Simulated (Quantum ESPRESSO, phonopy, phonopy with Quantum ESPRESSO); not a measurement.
# NaI (Fm-3m): a volume series of phonon spectra, part 7 of 8

Wanted: mode Grüneisen parameters of NaI and a free-energy fit over volumes.

What experiment has found for this phase:
- volume expansion coefficient 135 1e-6/K near room temperature (given in “Descriptors for thermal expansion in solids”, 2017, arXiv:1701.03966)

Quantum ESPRESSO 7.5; DFT LDA, scalar-relativistic, plane waves, GBRV ultrasoft pseudopotentials.

So far. Step 17 (Self-consistent run, V/V0 1.03): The run ends at a pressure of -0.58 GPa. Step 18 (Born charges and dielectric tensor): The Born charges sum to zero within 0.013 e; the rest is removed before use. Acoustic frequencies in this log differ from zero by the error of the sum rule, which ph.x does not impose.

## Step 19: A displaced supercell

One atom (for the harmonic constants) or a pair of atoms (for the cubic ones) is moved by a few hundredths of an ångström; the forces on all atoms give a column of force constants. The threshold is tight because the forces are small.

System of this step: NaI. The structure is orthorhombic, space group Imm2 (No. 44). Conventional cell: a = 8.945 Å, b = 12.650 Å, c = 8.945 Å, α = 90.00°, β = 90.00°, γ = 90.00°. Nearest to Na lie 6 I at 3.15 to 3.18 Å. Nearest to Na lie 6 I at 3.16 Å. Nearest to I lie 6 Na at 3.16 Å. Farther neighbours and most contacts between anions are not listed.

disp-00001.in

```
&control
   calculation = 'scf'
   prefix = 'x'
   outdir = './tmp'
   pseudo_dir = './pseudo'
   tprnfor = .true.
   disk_io = 'none'
/
&system
   ibrav = 0
   nat = 16
   ntyp = 2
   ecutwfc = 45.0
   ecutrho = 270.0
   occupations = 'fixed'
   nbnd = 66
/
&electrons
   conv_thr = 1.0d-11
   mixing_beta = 0.7
   electron_maxstep = 100
/
ATOMIC_SPECIES
 Na     22.9898  Na.upf
 I     126.9045  I.upf
CELL_PARAMETERS angstrom
     0.000000000    6.324932704    6.324932704
     6.324932704    0.000000000    6.324932704
     6.324932704    6.324932704    0.000000000
ATOMIC_POSITIONS crystal
 Na     0.002235935   0.000000000   0.000000000
 Na     0.500000000   0.000000000   0.000000000
 Na     0.000000000   0.500000000   0.000000000
 Na     0.500000000   0.500000000   0.000000000
 Na     0.000000000   0.000000000   0.500000000
 Na     0.500000000   0.000000000   0.500000000
 Na     0.000000000   0.500000000   0.500000000
 Na     0.500000000   0.500000000   0.500000000
 I      0.250000000   0.250000000   0.250000000
 I      0.750000000   0.250000000   0.250000000
 I      0.250000000   0.750000000   0.250000000
 I      0.750000000   0.750000000   0.250000000
 I      0.250000000   0.250000000   0.750000000
 I      0.750000000   0.250000000   0.750000000
 I      0.250000000   0.750000000   0.750000000
 I      0.750000000   0.750000000   0.750000000
K_POINTS automatic
 3 3 3 0 0 0
```

Launch:

```sh
> OMP_NUM_THREADS=1 mpirun -n 4 pw.x -nk 4 -in disp-00001.in > disp-00001.out
```

Output:

```text
[banner, memory and clock lines left out]
Program PWSCF v.7.5

     Message from routine setup:
     using ibrav=0 with symmetry is DISCOURAGED, use correct ibrav instead

     G-vector sticks info

     bravais-lattice index     =            0
     lattice parameter (alat)  =      16.9032  a.u.
     unit-cell volume          =    3415.0284 (a.u.)^3
     number of atoms/cell      =           16
     number of atomic types    =            2
     number of electrons       =       128.00
[...]
atom    1 type  1   force =     0.00000000   -0.00077109   -0.00077109
     atom    2 type  1   force =    -0.00000000    0.00014527    0.00014527
     atom    3 type  1   force =     0.00012985   -0.00000452    0.00001545
[...]
atom   15 type  2   force =     0.00000155    0.00000287    0.00000287
     atom   16 type  2   force =     0.00000011   -0.00000309   -0.00000309

     Total force =     0.001303     Total SCF correction =     0.000003
     Message from routine punch:
     Nothing written, as per user request (disk_io='none')
[key lines of the parts left out:]
!    total energy              =   -1280.08167863 Ry
convergence has been achieved in  11 iterations
```

Run time: 4.5 min. Hardware: 4 MPI ranks of Arm Neoverse N1, shared host; 18 min of CPU time.

## Step 20: Lattice dynamics at this volume, V/V0 1.03

This step: DFT LDA, scalar-relativistic, plane waves, GBRV ultrasoft pseudopotentials (phonopy with Quantum ESPRESSO 4.10.0 / 7.5).

It took 4.5 min on 8 threads.

Phonopy, LO-TO term from ph.x's tensors. Phonon branches along the path, in cm⁻¹:

```tsv
point	branch 1	branch 2	branch 3	branch 4	branch 5	branch 6
Γ	0	0	0	122	122	174
X	37	37	57	126	126	132
U	44	52	60	120	135	137
jump to K	44	52	60	120	135	137
Γ	0	0	0	122	122	174
L	53	53	77	118	118	175
W	48	48	62	125	133	133
X	37	37	57	126	126	132
```

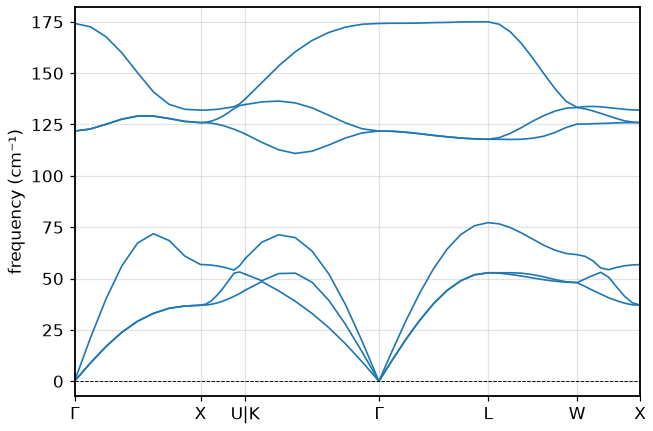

Phonon branches along the path.

No mode is imaginary beyond numerical noise along the path. The highest zone-centre mode (no LO–TO term) moved by -7.5 % for a volume change of +3.0 %.

The time given is that of the 2 pw.x runs on displaced cells behind this step.

## Step 21: Self-consistent run, V/V0 0.97

A tight ground state at this cell gives the energy of this member; its pressure is the stress at this cutoff, which can carry an offset from the finite basis.

This step: DFT LDA, scalar-relativistic, plane waves, GBRV ultrasoft pseudopotentials (Quantum ESPRESSO 7.5).

System of this step: NaI. It takes space group Fm-3m (No. 225, cubic). Conventional cell: a = 6.200 Å, b = 6.200 Å, c = 6.200 Å, α = 90.00°, β = 90.00°, γ = 90.00°. Nearest to Na lie 6 I at 3.10 Å. Nearest to I lie 6 Na at 3.10 Å. Farther neighbours and most contacts between anions are not listed.

scf.in

```
&control
   calculation = 'scf'
   prefix = 'x'
   outdir = './tmp'
   pseudo_dir = './pseudo'
   tprnfor = .true.
   tstress = .true.
/
&system
   ibrav = 0
   nat = 2
   ntyp = 2
   ecutwfc = 45.0
   ecutrho = 270.0
   occupations = 'fixed'
   nbnd = 10
/
&electrons
   conv_thr = 1.0d-12
   mixing_beta = 0.7
   electron_maxstep = 100
/
ATOMIC_SPECIES
 Na     22.9898  Na.upf
 I     126.9045  I.upf
CELL_PARAMETERS angstrom
     0.000000000    3.099826713    3.099826713
     3.099826713    0.000000000    3.099826713
     3.099826713    3.099826713    0.000000000
ATOMIC_POSITIONS crystal
 Na     0.000000000   0.000000000   0.000000000
 I      0.500000000   0.500000000   0.500000000
K_POINTS automatic
 6 6 6 0 0 0
```

Launch:

```sh
> OMP_NUM_THREADS=1 mpirun -n 8 pw.x -nk 8 -in scf.in > scf.out
```

Output:

```text
[banner, memory and clock lines left out]
Program PWSCF v.7.5

     Message from routine setup:
     using ibrav=0 with symmetry is DISCOURAGED, use correct ibrav instead

     G-vector sticks info

     bravais-lattice index     =            0
     lattice parameter (alat)  =       8.2842  a.u.
     unit-cell volume          =     402.0118 (a.u.)^3
     number of atoms/cell      =            2
     number of atomic types    =            2
     number of electrons       =        16.00
[...]
atom    2 type  2   force =    -0.00000000   -0.00000000   -0.00000000

     Total force =     0.000000     Total SCF correction =     0.000000

     Computing stress (Cartesian axis) and pressure

          total   stress  (Ry/bohr**3)                   (kbar)     P=        6.84
   0.00004650   0.00000000   0.00000000            6.84        0.00        0.00
   0.00000000   0.00004650  -0.00000000            0.00        6.84       -0.00
   0.00000000  -0.00000000   0.00004650            0.00       -0.00        6.84

     XML data file, charge density, pseudopotentials, collected wavefunctions
[key lines of the parts left out:]
!    total energy              =    -160.01012422 Ry
convergence has been achieved in  10 iterations
```

Elapsed: 4.2 s, on 8 MPI ranks; 33 s of CPU time.

The run ends at a pressure of 0.68 GPa.

## Step 22: Zone-centre response

In a polar crystal the Born charges and ε∞ give the long-range dipole term that a finite supercell misses. They are those of this k-mesh and were not tested on a denser one; where the gap is small they converge slowly, and the LO modes with them.

ph.in

```
phonons
&inputph
   prefix = 'x'
   outdir = './tmp'
   fildyn = 'x.dyn'
   tr2_ph = 1.0d-18
   epsil = .true.
/
0.000000000 0.000000000 0.000000000
```

scf.in is that of step 21.

Launch:

```sh
> OMP_NUM_THREADS=1 mpirun -n 8 ph.x -nk 8 -in ph.in > ph.out
```

Output:

```text
[banner, memory and clock lines left out]
Program PHONON v.7.5

     ./tmp/x.save/

     IMPORTANT: XC functional enforced from input :
     Exchange-correlation= PZ
                           (   1   1   0   0   0   0   0)
     Any further DFT definition will be discarded
     Please, verify this is what you really want

     G-vector sticks info

     Check: negative core charge=   -0.000002
     Reading collected, re-writing distributed wavefunctions in ./tmp/

     Number and degeneracy of irreps per q-point
       N         xq(1)         xq(2)         xq(3)   N irreps
[...]
freq (    1) =      -0.270638 [THz] =      -9.027521 [cm-1]
     freq (    2) =      -0.270638 [THz] =      -9.027521 [cm-1]
     freq (    3) =      -0.270638 [THz] =      -9.027521 [cm-1]
     freq (    4) =       4.227792 [THz] =     141.023961 [cm-1]
     freq (    5) =       4.227792 [THz] =     141.023961 [cm-1]
     freq (    6) =       4.227792 [THz] =     141.023961 [cm-1]
 **************************************************************************

     Mode symmetry, O_h (m-3m)  point group:

     freq (   1-   3) =         -9.0  [cm-1]   --> T_1u G_15  G_4- I
     freq (   4-   6) =        141.0  [cm-1]   --> T_1u G_15  G_4- I
```

It took 70 s on 8 MPI ranks; 9.3 min of CPU time.

The Born charges sum to zero within 0.015 e; the rest is removed before use. Acoustic frequencies in this log differ from zero by the error of the sum rule, which ph.x does not impose.

## Step 23: A displaced supercell

One atom (for the harmonic constants) or a pair of atoms (for the cubic ones) is moved by a few hundredths of an ångström; the forces on all atoms give a column of force constants. The threshold is tight because the forces are small.

System of this step: NaI. It takes space group Imm2 (No. 44, orthorhombic). Conventional cell: a = 8.768 Å, b = 12.399 Å, c = 8.768 Å, α = 90.00°, β = 90.00°, γ = 90.00°. Nearest to Na lie 6 I at 3.09 to 3.11 Å. Nearest to Na lie 6 I at 3.10 Å. Nearest to I lie 6 Na at 3.10 Å. Farther neighbours and most contacts between anions are not listed.

Edit disp-00001.in of step 19 so:

```diff
@@ -26,7 +26,7 @@
 CELL_PARAMETERS angstrom
-     0.000000000    6.324932704    6.324932704
-     6.324932704    0.000000000    6.324932704
-     6.324932704    6.324932704    0.000000000
+     0.000000000    6.199653427    6.199653427
+     6.199653427    0.000000000    6.199653427
+     6.199653427    6.199653427    0.000000000
 ATOMIC_POSITIONS crystal
- Na     0.002235935   0.000000000   0.000000000
+ Na     0.002281117   0.000000000   0.000000000
  Na     0.500000000   0.000000000   0.000000000
```

Launch:

```sh
> OMP_NUM_THREADS=1 mpirun -n 4 pw.x -nk 4 -in disp-00001.in > disp-00001.out
```

Output:

```text
[banner, memory and clock lines left out]
Program PWSCF v.7.5

     Message from routine setup:
     using ibrav=0 with symmetry is DISCOURAGED, use correct ibrav instead

     G-vector sticks info

     bravais-lattice index     =            0
     lattice parameter (alat)  =      16.5684  a.u.
     unit-cell volume          =    3216.0947 (a.u.)^3
     number of atoms/cell      =           16
     number of atomic types    =            2
     number of electrons       =       128.00
[...]
atom    1 type  1   force =    -0.00000000   -0.00097989   -0.00097989
     atom    2 type  1   force =     0.00000000    0.00015026    0.00015026
     atom    3 type  1   force =     0.00013298   -0.00000556    0.00001732
[...]
atom   15 type  2   force =     0.00000228   -0.00000832   -0.00000832
     atom   16 type  2   force =     0.00000009   -0.00000267   -0.00000267

     Total force =     0.001670     Total SCF correction =     0.000004
     Message from routine punch:
     Nothing written, as per user request (disk_io='none')
[key lines of the parts left out:]
!    total energy              =   -1280.08096894 Ry
convergence has been achieved in  11 iterations
```

The job ended after 3.2 min (4 MPI ranks; 13 min of CPU time).

## Step 24: Phonons, V/V0 0.97

This step: DFT LDA, scalar-relativistic, plane waves, GBRV ultrasoft pseudopotentials (phonopy with Quantum ESPRESSO 4.10.0 / 7.5).

Wall time 3.5 min (8 threads); 27 min of CPU time.

No mode is imaginary beyond numerical noise along the path. The highest zone-centre mode (no LO–TO term) moved by +7.8 % for a volume change of -3.0 %.

The time given is that of the 2 pw.x runs on displaced cells behind this step.

## Step 25: Ground state at this cell, V/V0 1.05

A tight ground state at this cell gives the energy of this member; its pressure is the stress at this cutoff, which can carry an offset from the finite basis.

This step: DFT LDA, scalar-relativistic, plane waves, GBRV ultrasoft pseudopotentials (Quantum ESPRESSO 7.5).

System of this step: NaI. The structure is cubic, space group Fm-3m (No. 225). Conventional cell: a = 6.366 Å, b = 6.366 Å, c = 6.366 Å, α = 90.00°, β = 90.00°, γ = 90.00°. Na has 6 I at 3.18 Å nearest. I has 6 Na at 3.18 Å nearest. Farther neighbours and most contacts between anions are not listed.

Edit scf.in of step 22 so:

```diff
@@ -26,5 +26,5 @@
 CELL_PARAMETERS angstrom
-     0.000000000    3.099826713    3.099826713
-     3.099826713    0.000000000    3.099826713
-     3.099826713    3.099826713    0.000000000
+     0.000000000    3.182804315    3.182804315
+     3.182804315    0.000000000    3.182804315
+     3.182804315    3.182804315    0.000000000
 ATOMIC_POSITIONS crystal
```

Launch:

```sh
> OMP_NUM_THREADS=1 mpirun -n 8 pw.x -nk 8 -in scf.in > scf.out
```

Output:

```text
[banner, memory and clock lines left out]
Program PWSCF v.7.5

     Message from routine setup:
     using ibrav=0 with symmetry is DISCOURAGED, use correct ibrav instead

     G-vector sticks info

     bravais-lattice index     =            0
     lattice parameter (alat)  =       8.5060  a.u.
     unit-cell volume          =     435.1675 (a.u.)^3
     number of atoms/cell      =            2
     number of atomic types    =            2
     number of electrons       =        16.00
[...]
atom    2 type  2   force =     0.00000000    0.00000000   -0.00000000

     Total force =     0.000000     Total SCF correction =     0.000000

     Computing stress (Cartesian axis) and pressure

          total   stress  (Ry/bohr**3)                   (kbar)     P=       -9.11
  -0.00006191  -0.00000000  -0.00000000           -9.11       -0.00       -0.00
  -0.00000000  -0.00006191  -0.00000000           -0.00       -9.11       -0.00
  -0.00000000  -0.00000000  -0.00006191           -0.00       -0.00       -9.11

     XML data file, charge density, pseudopotentials, collected wavefunctions
[key lines of the parts left out:]
!    total energy              =    -160.00981225 Ry
convergence has been achieved in   9 iterations
```

Wall time 4.4 s (8 MPI ranks); 34 s of CPU time.

The run ends at a pressure of -0.91 GPa.

## Step 26: Born charges and dielectric tensor

In a polar crystal the Born charges and ε∞ give the long-range dipole term that a finite supercell misses. They are those of this k-mesh and were not tested on a denser one; where the gap is small they converge slowly, and the LO modes with them.

ph.in is that of step 22.

scf.in is that of step 25.

Launch:

```sh
> OMP_NUM_THREADS=1 mpirun -n 8 ph.x -nk 8 -in ph.in > ph.out
```

Output:

```text
[banner, memory and clock lines left out]
Program PHONON v.7.5

     ./tmp/x.save/

     IMPORTANT: XC functional enforced from input :
     Exchange-correlation= PZ
                           (   1   1   0   0   0   0   0)
     Any further DFT definition will be discarded
     Please, verify this is what you really want

     G-vector sticks info

     Check: negative core charge=   -0.000002
     Reading collected, re-writing distributed wavefunctions in ./tmp/

     Number and degeneracy of irreps per q-point
       N         xq(1)         xq(2)         xq(3)   N irreps
[...]
freq (    1) =      -0.151838 [THz] =      -5.064778 [cm-1]
     freq (    2) =      -0.151838 [THz] =      -5.064778 [cm-1]
     freq (    3) =      -0.151838 [THz] =      -5.064778 [cm-1]
     freq (    4) =       3.457114 [THz] =     115.316895 [cm-1]
     freq (    5) =       3.457114 [THz] =     115.316895 [cm-1]
     freq (    6) =       3.457114 [THz] =     115.316895 [cm-1]
 **************************************************************************

     Mode symmetry, O_h (m-3m)  point group:

     freq (   1-   3) =         -5.1  [cm-1]   --> T_1u G_15  G_4- I
     freq (   4-   6) =        115.3  [cm-1]   --> T_1u G_15  G_4- I
```

Run time: 76 s. Hardware: 8 MPI ranks; 10 min of CPU time.

ε∞:

```
3.59 0.00 0.00
0.00 3.59 0.00
0.00 0.00 3.59
```

The Born charges sum to zero within 0.012 e; the rest is removed before use. Acoustic frequencies in this log differ from zero by the error of the sum rule, which ph.x does not impose.

## Step 27: Forces on a displaced cell

One atom (for the harmonic constants) or a pair of atoms (for the cubic ones) is moved by a few hundredths of an ångström; the forces on all atoms give a column of force constants. The threshold is tight because the forces are small.

System of this step: NaI. The structure is orthorhombic, space group Imm2 (No. 44). The conventional cell has a = 9.002 Å, b = 12.731 Å, c = 9.002 Å, α = 90.00°, β = 90.00°, γ = 90.00°. Nearest to Na lie 6 I at 3.17 to 3.20 Å. Na has 6 I at 3.18 Å nearest. Nearest to Na lie 6 I at 3.18 Å. Nearest to I lie 6 Na at 3.18 Å. Farther neighbours and most contacts between anions are not listed.

Edit disp-00001.in of step 23 so:

```diff
@@ -26,7 +26,7 @@
 CELL_PARAMETERS angstrom
-     0.000000000    6.199653427    6.199653427
-     6.199653427    0.000000000    6.199653427
-     6.199653427    6.199653427    0.000000000
+     0.000000000    6.365608630    6.365608630
+     6.365608630    0.000000000    6.365608630
+     6.365608630    6.365608630    0.000000000
 ATOMIC_POSITIONS crystal
- Na     0.002281117   0.000000000   0.000000000
+ Na     0.002221647   0.000000000   0.000000000
  Na     0.500000000   0.000000000   0.000000000
```

Launch:

```sh
> OMP_NUM_THREADS=1 mpirun -n 4 pw.x -nk 4 -in disp-00001.in > disp-00001.out
```

Output:

```text
[banner, memory and clock lines left out]
Program PWSCF v.7.5

     Message from routine setup:
     using ibrav=0 with symmetry is DISCOURAGED, use correct ibrav instead

     G-vector sticks info

     bravais-lattice index     =            0
     lattice parameter (alat)  =      17.0119  a.u.
     unit-cell volume          =    3481.3397 (a.u.)^3
     number of atoms/cell      =           16
     number of atomic types    =            2
     number of electrons       =       128.00
[...]
atom    1 type  1   force =    -0.00000000   -0.00071134   -0.00071134
     atom    2 type  1   force =    -0.00000000    0.00014395    0.00014395
     atom    3 type  1   force =     0.00012887   -0.00000456    0.00001511
[...]
atom   15 type  2   force =     0.00000139    0.00000605    0.00000605
     atom   16 type  2   force =    -0.00000004   -0.00000330   -0.00000330

     Total force =     0.001201     Total SCF correction =     0.000002
     Message from routine punch:
     Nothing written, as per user request (disk_io='none')
[key lines of the parts left out:]
!    total energy              =   -1280.07847686 Ry
convergence has been achieved in  12 iterations
```

Wall time 4.2 min (4 MPI ranks).

## Step 28: Lattice dynamics at this volume, V/V0 1.05

This step: DFT LDA, scalar-relativistic, plane waves, GBRV ultrasoft pseudopotentials (phonopy with Quantum ESPRESSO 4.10.0 / 7.5).

The job ended after 4.2 min (8 threads; 32 min of CPU time).

No mode is imaginary beyond numerical noise along the path. The highest zone-centre mode (no LO–TO term) moved by -12.3 % for a volume change of +5.0 %.

The time given is that of the 2 pw.x runs on displaced cells behind this step.

## Step 29: How the modes move with volume

This step: DFT LDA, scalar-relativistic, plane waves, GBRV ultrasoft pseudopotentials (phonopy 4.10.0).

Numbers from this step:

* share of modes with a negative Grüneisen parameter: 0.066

Mean Grüneisen, by row:

```tsv
T (K)	heat-capacity-weighted mean	root mean square
50	1.437	1.677
100	1.594	1.792
200	1.637	1.82
300	1.645	1.826
500	1.649	1.828
800	1.65	1.829
```

[end of part 7 of 8]

[Logs are printed without paths, hosts, clocks, repeated set-up lines and the standing remarks that a program may print on its own settings, such as how far it seeks lower states.]

[Hosts, paths, dates, database ids (printed as entryN), source tags and the programs' standing remarks are cut or masked in the printed files.]

[A step with changed settings may run another functional than the one named; its input shows which.]

[Of the runs on displaced cells, only some may be shown.]
